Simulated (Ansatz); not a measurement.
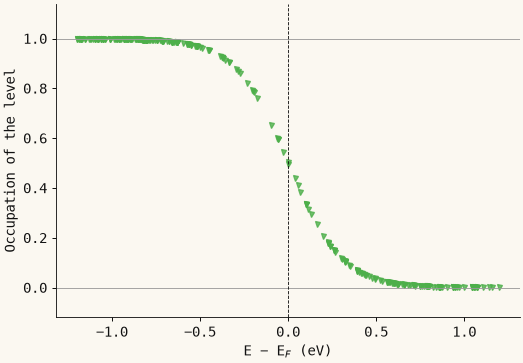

Occupations of the one-electron levels of the k mesh against their energy, from a run on FeNi₃, space group Pm-3m, 4 atoms in the cell, with Ansatz.

**Name the smearing function and its width.**

Fermi-Dirac smearing with a width of 0.15 eV. The occupations stay between 0 and 1 and have long exponential tails; the slope at the Fermi level is 1/(4 × width).
